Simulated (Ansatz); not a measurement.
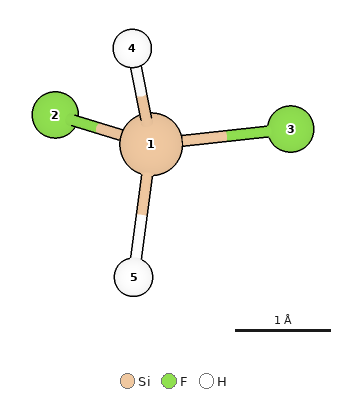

*The input geometry (ball-and-stick view, seen at a tilt; atoms are numbered from 1 in the order of the input).*

# Geometry relaxation, with input and output: SiH2F2

The run: geometry relaxation of SiH2F2. Method and program: RKS PBE0-D4/def2-TZVP (Ansatz 0.2.0).

Figures and captions count atoms from 1; the log counts them from 0 in places.

### The program's output
```
Functional definition: PBE0
  name "PBE0"
  cite "Adamo & Barone, J. Chem. Phys. 110, 6158 (1999) doi:10.1063/1.478522"
  cite "Perdew, Burke & Ernzerhof, Phys. Rev. Lett. 77, 3865 (1996) doi:10.1103/PhysRevLett.77.3865"
  parent pbe
  parameter a = 0.25
  parameter kappa = 0.804
  parameter beta = 0.06672455060314922
  exchange = (1 - a)*pbe_x(kappa = kappa, mu = beta*pi^2/3) + a*exact_x
  correlation = pbe_c(beta = beta)
668 factors; their error is unknown
mean field evaluation 1: about -13339.1942 eV, gradient 4.2e1 eV
mean field evaluation 2: about -13336.1512 eV, gradient 6.4e1 eV
mean field evaluation 4: about -13341.4414 eV, gradient 4.2e-1 eV
mean field evaluation 8: about -13341.4974 eV, gradient 1.3e-1 eV
mean field -13341.49743681 eV, -490.2909876109 hartree, gradient 5.7e-5 eV, S^2 0.000000; 0 other end points of the search recorded, 0 dependent functions left out
the calculation of the forces begins
reference -13341.49745950 eV, -490.2909884448 hartree; 17, 17 occupied and 94, 94 virtual orbitals, 668 factors
relax step   1: F+E_penalty+E_count = -13341.54458267 eV  Δ(F+E_penalty+E_count) = +0.000e0 eV  max|allowed force component| = 2.891e-1 eV/Å  Δτ_max = 0.0000 Å  (22 SCF iters, accepted)
these checks for a lower state are left out or cut short: starts, cluster_reference, orbital_swaps, neighbouring_geometries, increment
668 factors; their error is unknown
mean field evaluation 16: about -13341.4430 eV, gradient 3.3e-4 eV
mean field -13341.49873022 eV, -490.2910351429 hartree, gradient 2.4e-5 eV, S^2 0.000000; 0 other end points of the search recorded, 0 dependent functions left out
the calculation of the forces begins
reference -13341.49875291 eV, -490.2910359769 hartree; 17, 17 occupied and 94, 94 virtual orbitals, 668 factors
relax step   2: F+E_penalty+E_count = -13341.54588718 eV  Δ(F+E_penalty+E_count) = -1.305e-3 eV  max|allowed force component| = 1.678e-1 eV/Å  Δτ_max = 0.0057 Å  (27 SCF iters, accepted)
these checks for a lower state are left out or cut short: starts, cluster_reference, orbital_swaps, neighbouring_geometries, increment
668 factors; their error is unknown
mean field -13341.49903383 eV, -490.2910463004 hartree, gradient 2.5e-5 eV, S^2 0.000000; 0 other end points of the search recorded, 0 dependent functions left out
the calculation of the forces begins
reference -13341.49905651 eV, -490.2910471339 hartree; 17, 17 occupied and 94, 94 virtual orbitals, 668 factors
relax step   3: F+E_penalty+E_count = -13341.54616499 eV  Δ(F+E_penalty+E_count) = -2.778e-4 eV  max|allowed force component| = 8.694e-2 eV/Å  Δτ_max = 0.0063 Å  (26 SCF iters, accepted)
these checks for a lower state are left out or cut short: starts, cluster_reference, orbital_swaps, neighbouring_geometries, increment
668 factors; their error is unknown
mean field evaluation 32: about -13341.4994 eV, gradient 2.7e-5 eV
mean field -13341.49937994 eV, -490.2910590195 hartree, gradient 2.5e-5 eV, S^2 0.000000; 0 other end points of the search recorded, 0 dependent functions left out
the calculation of the forces begins
reference -13341.49940262 eV, -490.2910598531 hartree; 17, 17 occupied and 94, 94 virtual orbitals, 668 factors
relax step   4: F+E_penalty+E_count = -13341.54654353 eV  Δ(F+E_penalty+E_count) = -3.785e-4 eV  max|allowed force component| = 1.290e-2 eV/Å  Δτ_max = 0.0037 Å  (26 SCF iters, accepted)
these checks for a lower state are left out or cut short: starts, cluster_reference, orbital_swaps, neighbouring_geometries, increment
668 factors; their error is unknown
mean field -13341.49938771 eV, -490.2910593054 hartree, gradient 3.9e-5 eV, S^2 0.000000; 0 other end points of the search recorded, 0 dependent functions left out
the calculation of the forces begins
reference -13341.49941040 eV, -490.2910601390 hartree; 17, 17 occupied and 94, 94 virtual orbitals, 668 factors
relax step   5: F+E_penalty+E_count = -13341.54654869 eV  Δ(F+E_penalty+E_count) = -5.167e-6 eV  max|allowed force component| = 1.889e-4 eV/Å  Δτ_max = 0.0006 Å  (18 SCF iters, accepted)
```

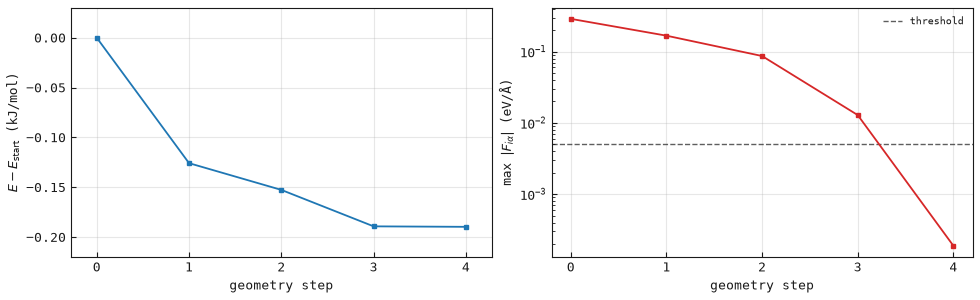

*Progress of the relaxation, step by step (the first geometry is step 0 here and step 1 in the log).*

The atom that moves furthest after the best rigid fit is Si1 (0.009 Å). Largest moves by element: Si 0.009 Å, F 0.006 Å, H 0.004 Å. Among the contacts that change: Si1–F2 1.593 → 1.586 Å. Over 4 geometry steps the energy falls by 0.19 kJ/mol. Largest force component: 0.29 eV/Å at the start, 0.00019 eV/Å at the end. (Atoms are counted from 1 in the order of the input.)

```
668 factors; their error is unknown
mean field -13341.49938771 eV, -490.2910593054 hartree, gradient 3.9e-5 eV, S^2 0.000000; 1 other end points of the search recorded, 0 dependent functions left out
the calculation of the forces begins
reference -13341.49941040 eV, -490.2910601390 hartree; 17, 17 occupied and 94, 94 virtual orbitals, 668 factors
Total energy: -13341.54657138 eV, -490.2927932731 hartree
Atom 0 at    -0.458659     0.748648     0.454104 Å, force    -0.000117     0.000034    -0.000062 eV/Å
Atom 1 at    -0.890335     0.067160    -0.910907 Å, force     0.000001     0.000132     0.000167 eV/Å
Atom 2 at    -1.500513     1.899335     0.777353 Å, force     0.000131    -0.000189    -0.000103 eV/Å
Atom 3 at    -0.530162    -0.262211     1.525288 Å, force     0.000023     0.000048    -0.000030 eV/Å
Atom 4 at     0.871492     1.358728     0.272764 Å, force    -0.000038    -0.000024     0.000027 eV/Å
Dipole moment:     0.241593    -0.076927     0.170802 e Å
```

### Trajectory as extended XYZ (Å, eV, eV/Å), 5 frames, from step=1 to step=5
```
5
Properties=species:S:1:pos:R:3:forces:R:3 step=1 energy=-13341.54458
Si   -0.4520    0.7471    0.4596   -0.2141  -0.0376  -0.2891
F    -0.8956    0.0704   -0.9126    0.1126   0.0657   0.2115
F    -1.5005    1.8956    0.7725    0.0362   0.0003   0.0414
H    -0.5331   -0.2638    1.5279    0.0305  -0.0166   0.0199
H     0.8730    1.3624    0.2713    0.0349  -0.0119   0.0163
5
Properties=species:S:1:pos:R:3:forces:R:3 step=2 energy=-13341.54589
Si   -0.4562    0.7485    0.4567   -0.1087  -0.0356  -0.1678
F    -0.8951    0.0698   -0.9128    0.0704   0.0458   0.1381
F    -1.5027    1.8978    0.7729    0.0314  -0.0081   0.0248
H    -0.5277   -0.2624    1.5269   -0.0011  -0.0063   0.0065
H     0.8735    1.3579    0.2748    0.0080   0.0042  -0.0016
5
Properties=species:S:1:pos:R:3:forces:R:3 step=3 energy=-13341.54616
Si   -0.4575    0.7486    0.4553   -0.0688  -0.0077  -0.0869
F    -0.8899    0.0669   -0.9107    0.0108   0.0119   0.0275
F    -1.4994    1.8986    0.7776   -0.0154   0.0191   0.0075
H    -0.5297   -0.2597    1.5229   -0.0016  -0.0560   0.0602
H     0.8684    1.3572    0.2735    0.0751   0.0327  -0.0083
5
Properties=species:S:1:pos:R:3:forces:R:3 step=4 energy=-13341.54654
Si   -0.4586    0.7487    0.4542    0.0053   0.0021   0.0086
F    -0.8904    0.0676   -0.9104   -0.0029  -0.0075  -0.0129
F    -1.5007    1.8992    0.7770   -0.0010   0.0032   0.0031
H    -0.5302   -0.2625    1.5253    0.0008   0.0029  -0.0008
H     0.8717    1.3587    0.2725   -0.0022  -0.0007   0.0020
5
Properties=species:S:1:pos:R:3:forces:R:3 step=5 energy=-13341.54655
Si   -0.4587    0.7486    0.4541   -0.0001   0.0000  -0.0001
F    -0.8903    0.0672   -0.9109    0.0000   0.0001   0.0002
F    -1.5005    1.8993    0.7774    0.0001  -0.0002  -0.0001
H    -0.5302   -0.2622    1.5253    0.0000   0.0000   0.0000
H     0.8715    1.3587    0.2728    0.0000   0.0000   0.0000
```

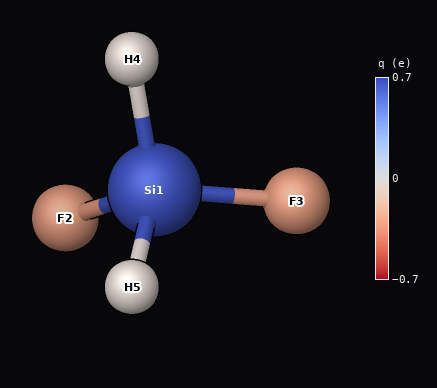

*Mulliken charges, as the colour of each atom (ball-and-stick view, seen at a tilt; atoms are numbered from 1 in the order of the input; Mulliken charges depend strongly on the basis).*

By element: Si +0.66, F −0.30 and H −0.03 e.

The run was set up as follows.

### Input
```yaml
crystal:
  periodic: [false, false, false]
  atoms:
    - {symbol: Si, position_ang: [-0.451969, 0.747051, 0.459576]}
    - {symbol: F, position_ang: [-0.895563, 0.070380, -0.912636]}
    - {symbol: F, position_ang: [-1.500512, 1.895620, 0.772486]}
    - {symbol: H, position_ang: [-0.533120, -0.263776, 1.527873]}
    - {symbol: H, position_ang: [0.872987, 1.362385, 0.271303]}
basis:
  gaussian: {orbitals: def2-TZVP}
hamiltonian: {xc: pbe0, dispersion: d4}
relax: {f_tol: 0.005, max_steps: 200}
```

Run as:
```bash
ansatz run in.yaml --threads 4 --pin off --events-out ev --progress --plain --max-ram 9574MiB
```

### Key numbers

```json
{"quantity": "outcome", "value": "converged"}
{"quantity": "total energy", "value": "−13341.5466 eV"}
{"quantity": "mean-field energy", "value": "−13341.4994 eV"}
{"quantity": "dispersion energy", "value": "−0.0472 eV"}
{"quantity": "SCF solution under orbital rotations", "value": "stable"}
{"quantity": "largest force (length of the vector) at the end", "value": "under 0.001 eV/Å"}
{"quantity": "dipole moment", "value": "1.47 D"}
{"quantity": "hardware", "value": "4 threads of Arm Neoverse V1, 23 GiB of memory available, shared host"}
{"quantity": "wall time", "value": "4.2 s (CPU time 15 s)"}
{"quantity": "peak memory", "value": "0.44 GiB"}
```
